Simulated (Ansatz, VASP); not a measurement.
# Cross-check of SiNi between VASP and Ansatz

Aim: how closely do two programs agree when they are given the same cell, functional and k mesh?

Calculated with Ansatz 0.2.0; plane waves, with VASP 6.6.1 beside it; relaxation of cell and atoms at r2SCAN, band structure at r2SCAN and electric field gradients at r2SCAN.

## 1. Set-up

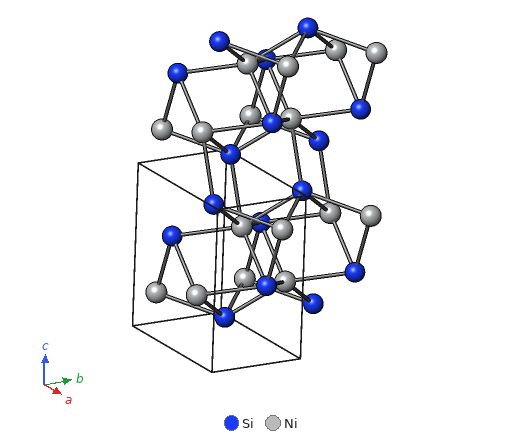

The starting structure, seen slightly off an axis (silicon blue, nickel light grey). 1×2×2 cells are drawn.

Structure file:

```xyz
8
Lattice="5.1752 0.0000 0.0000 0.0000 3.3321 0.0000 0.0000 0.0000 5.6094" Properties=species:S:1:pos:R:3 pbc="T T T"
Si    1.6639    2.4991    0.4581
Si    0.9237    0.8330    3.2628
Si    4.2515    2.4991    2.3466
Si    3.5113    0.8330    5.1513
Ni    0.0406    0.8330    1.0507
Ni    2.5470    2.4991    3.8554
Ni    2.6282    0.8330    1.7540
Ni    5.1346    2.4991    4.5587
```

## 2. VASP: relaxation of cell and atoms, r2SCAN

The relaxed volume is the usual yardstick between codes: its relative difference is about their pressure difference at one cell divided by the bulk modulus.

Lines of VASP's logs that name or quote its potential files are left out, and so is its time.

The input, INCAR:

```
SYSTEM = SiNi
PREC = Accurate
ENCUT = 400
EDIFF = 1E-06
NELM = 100
ISMEAR = 0
SIGMA = 0.05
LREAL = .FALSE.
ALGO = Normal
METAGGA = R2SCAN
LASPH = .TRUE.
NBANDS = 43
ISPIN = 2
MAGMOM = 0 0 0 0 1 1 1 1
LMAXMIX = 4
LORBIT = 11
LWAVE = .FALSE.
LCHARG = .FALSE.
KPAR = 4
IBRION = 2
NSW = 60
ISIF = 3
EDIFFG = -0.01
```

The input, POSCAR:

```
SiNi
1.0
    5.1752000000      0.0000000000      0.0000000000
    0.0000000000      3.3321000000      0.0000000000
    0.0000000000      0.0000000000      5.6094000000
Si Ni
4 4
Direct
    0.3215200000      0.7500000000      0.0816600000
    0.1784800000      0.2500000000      0.5816600000
    0.8215200000      0.7500000000      0.4183400000
    0.6784800000      0.2500000000      0.9183400000
    0.0078500000      0.2500000000      0.1873100000
    0.4921500000      0.7500000000      0.6873100000
    0.5078500000      0.2500000000      0.3126900000
    0.9921500000      0.7500000000      0.8126900000
```

The input, KPOINTS:

```
Automatic mesh
0
Gamma
5 7 4
0 0 0
```

The projector-augmented-wave data sets are Si and Ni (PBE family, release 64).

Launch:

```bash
$ mpirun -np 4 vasp_std
```

Numbers of over 12 decimals in the logs are rounded to 6 here.

What it wrote:

```text
[banner, memory and clock lines left out]
running    4 mpi-ranks, on    1 nodes
 distrk:  each k-point on    1 cores,    4 groups
 distr:  one band on    1 cores,    1 groups

 POSCAR found type information on POSCAR SiNi
 POSCAR found :  2 types and       8 ions
|                                                                             |
|               ----> ADVICE to this user running VASP <----                  |
|                                                                             |
|     You enforced a specific xc type in the INCAR file but a different       |
|     [... a line on the potential file left out ...]
|     I HOPE YOU KNOW WHAT YOU ARE DOING!                                     |
|                                                                             |

 LDA part: xc-table for (None), standard interpolation
 POSCAR, INCAR and KPOINTS ok, starting setup
 FFT: planning ... GRIDC
 FFT: planning ... GRID_SOFT
 FFT: planning ... GRID
 WAVECAR not read
 entering main loop
       N       E                     dE             d eps       ncg     rms          rms(c)
DAV:   1     0.298519681269E+03    0.29852E+03   -0.20668E+04  6192   0.131E+03
DAV:   2    -0.690846194192E+02   -0.36760E+03   -0.34567E+03  6195   0.309E+02
DAV:   3    -0.986450330756E+02   -0.29560E+02   -0.28366E+02  6995   0.104E+02
DAV:   4    -0.994607635586E+02   -0.81573E+00   -0.81070E+00  7403   0.165E+01
DAV:   5    -0.994846737957E+02   -0.23910E-01   -0.23901E-01  7727   0.263E+00    0.290E+01
DAV:   6    -0.101698362095E+03   -0.22137E+01   -0.98986E+01  7058   0.152E+02    0.368E+01
DAV:   7    -0.864972614269E+02    0.15201E+02   -0.31444E+01  7346   0.902E+01    0.721E+00
DAV:   8    -0.867240821620E+02   -0.22682E+00   -0.42585E+00  8823   0.191E+01    0.490E+00
DAV:   9    -0.866768043498E+02    0.47278E-01   -0.46001E-01  8086   0.746E+00    0.144E+00
DAV:  10    -0.866858109035E+02   -0.90066E-02   -0.32900E-02  8583   0.220E+00    0.597E-01
DAV:  11    -0.866871790023E+02   -0.13681E-02   -0.49232E-03  7815   0.493E-01    0.314E-01
DAV:  12    -0.866876333075E+02   -0.45431E-03   -0.14471E-03  7468   0.447E-01    0.167E-01
DAV:  13    -0.866877608011E+02   -0.12749E-03   -0.27817E-04  8025   0.185E-01    0.581E-02
DAV:  14    -0.866877755914E+02   -0.14790E-04   -0.41620E-05  7258   0.469E-02    0.171E-02
DAV:  15    -0.866877775675E+02   -0.19761E-05   -0.42874E-06  6258   0.153E-02    0.427E-03
DAV:  16    -0.866877781056E+02   -0.53810E-06   -0.80952E-07  3593   0.820E-03
   1 F= -.86687778E+02 E0= -.86687753E+02  d E =-.866878E+02  mag=    -0.0001
[... from here on, the cycles between the ionic steps are left out ...]
   2 F= -.86690087E+02 E0= -.86689827E+02  d E =-.230918E-02  mag=     0.0000
   3 F= -.86712757E+02 E0= -.86712682E+02  d E =-.249789E-01  mag=    -0.0000
   4 F= -.86715511E+02 E0= -.86715307E+02  d E =-.275381E-02  mag=    -0.0000
   5 F= -.86716098E+02 E0= -.86715727E+02  d E =-.334136E-02  mag=    -0.0000
   6 F= -.86716438E+02 E0= -.86715964E+02  d E =-.339364E-03  mag=     0.0000
   7 F= -.86716586E+02 E0= -.86715978E+02  d E =-.487334E-03  mag=    -0.0000
   8 F= -.86716703E+02 E0= -.86715985E+02  d E =-.117028E-03  mag=     0.0000
   9 F= -.86716721E+02 E0= -.86715955E+02  d E =-.135570E-03  mag=    -0.0000
  10 F= -.86716752E+02 E0= -.86715868E+02  d E =-.304811E-04  mag=     0.0000
  11 F= -.86716755E+02 E0= -.86715903E+02  d E =-.338178E-04  mag=     0.0000
 curvature:   0.64 expect dE= 0.615E-04 dE for cont linesearch  0.441E-06
 trial: gam= 1.25995 g(F)=  0.227E-04 g(S)=  0.735E-04 ort = 0.101E-04 (trialstep = 0.549E+00)
 search vector abs. value=  0.359E-03
 bond charge predicted
       N       E                     dE             d eps       ncg     rms          rms(c)
DAV:   1    -0.867168921469E+02   -0.13669E-03   -0.30564E-03  6440   0.320E-01    0.739E-02
DAV:   2    -0.867168717713E+02    0.20376E-04   -0.34315E-04  7578   0.273E-01    0.625E-02
DAV:   3    -0.867168241377E+02    0.47634E-04   -0.14395E-04  7132   0.193E-01    0.317E-02
DAV:   4    -0.867168117427E+02    0.12395E-04   -0.25107E-05  9214   0.554E-02    0.647E-03
DAV:   5    -0.867168120731E+02   -0.33035E-06   -0.62777E-06  5993   0.249E-02
  12 F= -.86716812E+02 E0= -.86715881E+02  d E =-.569782E-04  mag=     0.0000
 trial-energy change:   -0.000057  1 .order   -0.000052   -0.000060   -0.000043
 step:   1.9927(harm=  1.9927)  dis= 0.00250  next Energy=   -86.716864 (dE=-0.109E-03)
 reached required accuracy - stopping structural energy minimisation
```

OUTCAR, selected parts (step 2):

```text
ion  position               nearest neighbor table
   1  0.322  0.750  0.082-   8 2.28   7 2.32   7 2.32   6 2.38   5 2.40   5 2.40   4 2.65   4 2.65

  LATTYP: Found a simple orthorhombic cell.
 ALAT       =     3.3321000000
 B/A-ratio  =     1.5531346598
 C/A-ratio  =     1.6834428739

 Subroutine GETGRP returns: Found  8 space group operations
 (whereof  2 operations were pure point group operations)

The static configuration has the point symmetry S_2 .
 The point group associated with its full space group is D_2h.

 Found     36 irreducible k-points:

   k-points           NKPTS =     36   k-points in BZ     NKDIM =     36   number of bands    NBANDS=     43

   dimension x,y,z NGX =    36 NGY =   24 NGZ =   40
   dimension x,y,z NGXF=    72 NGYF=   48 NGZF=   80

   ENCUT  =  400.0 eV  29.40 Ry    5.42 a.u.   8.44  5.43  9.15*2*pi/ulx,y,z

   NELECT =      56.0000    total number of electrons

 k-points in reciprocal lattice and weights: Automatic mesh
   0.00000000  0.00000000  0.00000000       0.007
   0.20000000  0.00000000  0.00000000       0.014
   0.40000000  0.00000000  0.00000000       0.014
   0.00000000  0.14285714  0.00000000       0.014
   0.20000000  0.14285714  0.00000000       0.029
   0.40000000  0.14285714  0.00000000       0.029
   0.00000000  0.28571429  0.00000000       0.014
   0.20000000  0.28571429  0.00000000       0.029
   0.40000000  0.28571429  0.00000000       0.029
[...]
0.20000000  0.42857143  0.50000000       0.029
   0.40000000  0.42857143  0.50000000       0.029

 average (electrostatic) potential at core
       1 -82.1038       2 -82.1038       3 -82.1038       4 -82.1038       5 -86.7038
       6 -86.7038       7 -86.7038       8 -86.7038

 E-fermi :  10.5801

 spin component 1
 k-point     1 :       0.0000    0.0000    0.0000
  band No.  band energies     occupation
    ...
     24       8.5385      1.00000
     25       8.5531      1.00000
     26       9.3712      1.00000
     27       9.3737      1.00000
     28       9.5889      1.00000
     29      11.2991      0.00000
     30      12.0886      0.00000
     31      14.1441      0.00000
     32      14.7396      0.00000
     33      15.0704      0.00000
    ...

 k-point     2 :       0.2000    0.0000    0.0000
  band No.  band energies     occupation
    ...
     24       8.4962      1.00000
     25       8.5427      1.00000
     26       9.0680      1.00000
     27       9.8283      1.00000
     28       9.9460      1.00000
     29      12.4256      0.00000
     30      12.5494      0.00000
     31      13.6789      0.00000
     32      14.9933      0.00000
     33      15.0455      0.00000
    ...

 k-point     3 :       0.4000    0.0000    0.0000
  band No.  band energies     occupation
    ...
     22       8.0692      1.00000
     23       8.4478      1.00000
     24       8.5106      1.00000
     25       8.5285      1.00000
     26       8.7173      1.00000
     27      10.8965      0.00000
     28      11.0864      0.00000
     29      12.4396      0.00000
     30      12.6319      0.00000
     31      14.5695      0.00000
    ...

 k-point     4 :       0.0000    0.1429    0.0000
  band No.  band energies     occupation
    ...
     24       8.5044      1.00000
     25       8.8583      1.00000
     26       9.0596      1.00000
     27       9.4212      1.00000
     28       9.6689      1.00000
     29      11.2699      0.00000
     30      12.2814      0.00000
     31      12.3713      0.00000
     32      13.1941      0.00000
     33      14.7298      0.00000
    ...

 k-point     5 :       0.2000    0.1429    0.0000
  band No.  band energies     occupation
    ...
     24       8.5382      1.00000
     25       8.9740      1.00000
     26       9.0594      1.00000
     27       9.2602      1.00000
     28       9.8921      1.00000
     29      11.7894      0.00000
     30      12.6544      0.00000
     31      12.7843      0.00000
     32      13.4535      0.00000
     33      14.1715      0.00000
    ...

 k-point     6 :       0.4000    0.1429    0.0000
  band No.  band energies     occupation
    ...
     23       8.4345      1.00000
     24       8.5732      1.00000
     25       8.7590      1.00000
     26       8.8307      1.00000
     27      10.0379      1.00000
     28      10.9415      0.00000
     29      11.0815      0.00000
     30      12.8683      0.00000
     31      13.9380      0.00000
     32      14.0634      0.00000
    ...

  Total       -0.0034190      0.0433150     -0.0384308      0.0000000      0.0000000      0.0000000
  in kB       -0.0576195      0.7299857     -0.6476731      0.0000000      0.0000000      0.0000000
  external PRESSURE =       0.0082310 kB  Pullay stress =       0.0000000 kB

  energy-cutoff  :      400.00
  volume of cell :       95.07
      direct lattice vectors                 reciprocal lattice vectors
     5.096621537  0.000000000  0.000000000     0.196208408  0.000000000  0.000000000
    -0.000000000  3.340398819  0.000000000    -0.000000000  0.299365451  0.000000000
     0.000000000  0.000000000  5.584103976     0.000000000  0.000000000  0.179079760

 POSITION                                       TOTAL-FORCE (eV/Angst)
 -----------------------------------------------------------------------------------
      1.63638      2.50530      0.46368         0.006199      0.000000      0.000718
      0.91193      0.83510      3.25573        -0.006199     -0.000000      0.000718
      4.18469      2.50530      2.32837         0.006199      0.000000     -0.000718
      3.46024      0.83510      5.12042        -0.006199     -0.000000     -0.000718
      0.03922      0.83510      1.05687         0.001186      0.000000      0.001327
      2.50909      2.50530      3.84893        -0.001186     -0.000000      0.001327
      2.58753      0.83510      1.73518         0.001186      0.000000     -0.001327
      5.05740      2.50530      4.52723        -0.001186     -0.000000     -0.001327
 -----------------------------------------------------------------------------------
    total drift:                                0.000000     -0.000000     -0.000000

  FREE ENERGIE OF THE ION-ELECTRON SYSTEM (eV)
  ---------------------------------------------------
  free  energy   TOTEN  =       -86.7168120731 eV

  energy  without entropy=      -86.7149498412  energy(sigma->0) =      -86.71588096

 reached required accuracy - stopping structural energy minimisation

 total charge
# of ion       s       p       d       tot
------------------------------------------
    1        0.753   0.879   0.000   1.633
    2        0.753   0.879   0.000   1.633
    3        0.753   0.879   0.000   1.633
    4        0.753   0.879   0.000   1.633
    5        0.524   0.695   8.464   9.683
    6        0.524   0.695   8.464   9.683
    7        0.524   0.695   8.464   9.683
    8        0.524   0.695   8.464   9.683
--------------------------------------------------
tot          5.110   6.296  33.855  45.261

 magnetization (x)
# of ion       s       p       d       tot
------------------------------------------
    1        0.000   0.000   0.000   0.000
    2        0.000   0.000   0.000   0.000
    3        0.000   0.000   0.000   0.000
    4        0.000   0.000   0.000   0.000
    5       -0.000  -0.000   0.000   0.000
    6       -0.000  -0.000   0.000   0.000
    7       -0.000  -0.000   0.000   0.000
    8       -0.000  -0.000   0.000   0.000
--------------------------------------------------
tot         -0.000   0.000   0.000   0.000

[... 1 further part left out ...]
```

CONTCAR:

```
SiNi
   1.00000000000000
     5.0966215372105843    0.0000000000000000    0.0000000000000000
    -0.0000000000000000    3.3403988185700424    0.0000000000000000
     0.0000000000000000    0.0000000000000000    5.5841039755320816
  Si              Ni
     4     4
Direct
     0.3210713734857236    0.7500000000000000    0.0830357569179180
     0.1789286265142762    0.2500000000000000    0.5830357569179180
     0.8210713734857239    0.7500000000000000    0.4169642430820820
     0.6789286265142761    0.2500000000000000    0.9169642430820820
     0.0076960102843651    0.2500000000000000    0.1892647075010014
     0.4923039897156349    0.7500000000000000    0.6892647075010014
     0.5076960102843651    0.2500000000000000    0.3107352924989984
     0.9923039897156349    0.7500000000000000    0.8107352924989986
```

(Continued in part 2 of 3.)

[Lines on the potential files, build, host, timing and source positions are cut from VASP's logs without a mark.]

[Logs are printed without paths, hosts, clocks, repeated set-up lines and the standing remarks that a program may print on its own settings, such as how far it seeks lower states.]

[Hosts, paths, dates, database ids (printed as entryN), source tags and the programs' standing remarks are cut or masked in the printed files.]
